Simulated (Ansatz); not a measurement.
# B2H6OSi: rigid scan of one bond length, by script

The task is a rigid scan of one bond length, for B2H6OSi. SMILES: B[SiH2]BO.

All numbers are computed with Ansatz 0.2.0, driven from Python. Level of theory: r2SCAN0/cc-pVDZ.

## Step 1: The system

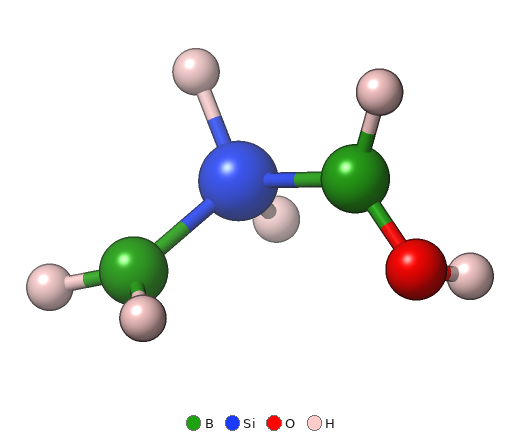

The starting structure, viewed from a chosen angle; boron green, silicon blue, oxygen red, hydrogen pink.

No structure file is read: the coordinates are typed or built in the script.

## Step 2: The script

File b2h6osi_scan.py:

```python
'''Stretching a bond of B2H6OSi, the rest held rigid.'''

import ansatz
import matplotlib.pyplot as plt
import numpy as np

config = {
    'basis_set': 'cc-pVDZ',
    'xc': 'R2SCAN0',
}

mol = (
    ansatz.Crystal.molecule()
    .atom('B', (-1.4829, 0.9772, 0.2762))
    .atom('Si', (0.3824, 0.7492, 0.1521))
    .atom('B', (0.7418, -1.1472, 0.1561))
    .atom('O', (0.3054, -2.0042, -0.8757))
    .atom('H', (-2.2551, 0.0852, 0.308))
    .atom('H', (-1.9731, 2.1332, 0.266))
    .atom('H', (0.9189, 1.3454, -1.0906))
    .atom('H', (1.0772, 1.4125, 1.2961))
    .atom('H', (1.4447, -1.5891, 1.0735))
    .atom('H', (0.9238, -2.0134, -1.5589))
)

symbols = [site.symbol for site in mol.cartesian_sites]
start = np.array([site.position_ang for site in mol.cartesian_sites])
axis = (start[6] - start[1]) / np.linalg.norm(start[6] - start[1])
moving = [6]
lengths, energies = [1.302, 1.361, 1.42, 1.479, 1.538, 1.597, 1.657, 1.745], []
for length in lengths:
    xyz = start.copy()
    xyz[moving] += (length - np.linalg.norm(start[6] - start[1])) * axis
    point = ansatz.Crystal.molecule()
    for symbol, place in zip(symbols, xyz):
        point = point.atom(symbol, place.tolist())
    model = point.calculation().basis(gaussian=config['basis_set']).functional(config['xc'])
    summary = model.run().report
    energies.append(summary['free_energy_ev'])
    print(f'r = {length:6.3f} A  E = {energies[-1]:.5f} eV  <S^2> = {abs(summary["mean_field"]["state"]["spin_squared"]):.3f}')

# quartic fit about the minimum
fit = np.polynomial.Polynomial.fit(lengths, np.array(energies) - min(energies), 4).convert()
roots = [r.real for r in fit.deriv().roots() if abs(r.imag) < 1e-9 and fit.deriv(2)(r.real) > 0]
r_e = min(roots, key=lambda r: abs(r - lengths[int(np.argmin(energies))]))
print(f'minimum of the fit at {r_e:.4f} A, force constant {fit.deriv(2)(r_e):.2f} eV/A^2')
plt.figure(figsize=(4.5, 3))
plt.plot(lengths, np.array(energies) - min(energies), 'o-')
plt.xlabel('bond length (A)')
plt.ylabel('E - E(min) (eV)')
plt.tight_layout()
plt.savefig('scan.png', dpi=100)
```

## Step 3: The input behind the calls

The package turns the script's settings into the engine's input (first run):

```yaml
crystal:
  periodic: [false, false, false]
  atoms:
    - { symbol: B, position_ang: [-1.4829, 0.9772, 0.2762] }
    - { symbol: Si, position_ang: [0.3824, 0.7492, 0.1521] }
    - { symbol: B, position_ang: [0.7418, -1.1472, 0.1561] }
    - { symbol: O, position_ang: [0.3054, -2.0042, -0.8757] }
    - { symbol: H, position_ang: [-2.2551, 0.0852, 0.308] }
    - { symbol: H, position_ang: [-1.9731, 2.1332, 0.266] }
    - { symbol: H, position_ang: [0.854678035205584, 1.274031620856606, -0.9418420584342575] }
    - { symbol: H, position_ang: [1.0772, 1.4125, 1.2961] }
    - { symbol: H, position_ang: [1.4447, -1.5891, 1.0735] }
    - { symbol: H, position_ang: [0.9238, -2.0134, -1.5589] }
basis:
  gaussian:
    orbitals: cc-pVDZ
hamiltonian:
  xc: r2scan0
```

## Step 4: Launch

On the command line:

```sh
$ python b2h6osi_scan.py
```

Log:

```text
r =  1.302 A  E = -11369.70020 eV  <S^2> = 0.000
r =  1.361 A  E = -11369.95489 eV  <S^2> = 0.000
r =  1.420 A  E = -11370.10227 eV  <S^2> = 0.000
r =  1.479 A  E = -11370.16516 eV  <S^2> = 0.000
r =  1.538 A  E = -11370.16185 eV  <S^2> = 0.000
r =  1.597 A  E = -11370.10711 eV  <S^2> = 0.000
r =  1.657 A  E = -11370.01100 eV  <S^2> = 0.000
r =  1.745 A  E = -11369.81678 eV  <S^2> = 0.000
minimum of the fit at 1.5042 A, force constant 17.04 eV/A^2
```

It took 32 s on 1 thread of Arm Neoverse V2, shared host; peak memory 0.28 GiB.

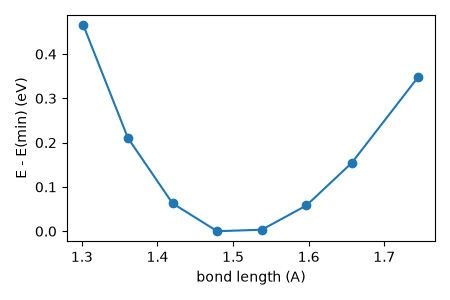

scan.png, as the script drew it.

## Step 5: Inputs of later runs

The engine's inputs for some of the other runs:

Run 5, against run 1:

```diff
@@ -10 +10 @@
-    - { symbol: H, position_ang: [0.854678035205584, 1.274031620856606, -0.9418420584342575] }
+    - { symbol: H, position_ang: [0.9402829632459203, 1.3691623908429031, -1.1401295590413887] }
```

Run 6, against run 1:

```diff
@@ -10 +10 @@
-    - { symbol: H, position_ang: [0.854678035205584, 1.274031620856606, -0.9418420584342575] }
+    - { symbol: H, position_ang: [0.9616841952560043, 1.3929450833394776, -1.1897014341931715] }
```

Run 8, against run 1:

```diff
@@ -10 +10 @@
-    - { symbol: H, position_ang: [0.854678035205584, 1.274031620856606, -0.9418420584342575] }
+    - { symbol: H, position_ang: [1.0153686416541814, 1.4526033628224098, -1.314051222709508] }
```

## Step 6: What each run gave

From the records of these 8 runs:

```csv
run,distance (Å),energy from run 4 (eV),SCF cycles,CPU time (s)
1,1.30,0.4650,15,3.9
2,1.36,0.2103,15,3.9
3,1.42,0.0629,15,3.9
4,1.48,0.0000,15,3.9
5,1.54,0.0033,15,3.8
6,1.60,0.0581,16,3.9
7,1.66,0.1542,16,3.8
8,1.75,0.3484,17,3.9
```

## Step 7: Outcome

```
                        quantity     value
bond length at the fit's minimum  1.5042 Å
                   runs compared         8
                 range of energy  0.465 eV
      lowest point, distance (Å)      1.48
```

In words: The curve has its lowest point inside the range, at 1.48. The ends stand 0.465 and 0.348 eV above it. The distance scanned is the script's pair 1, 6. Notes:
- The rest of the molecule is held rigid at a force-field or estimated start geometry, and the basis set is modest; single-reference methods fail as a bond breaks.
- The orbitals are restricted, so S² is zero by construction.
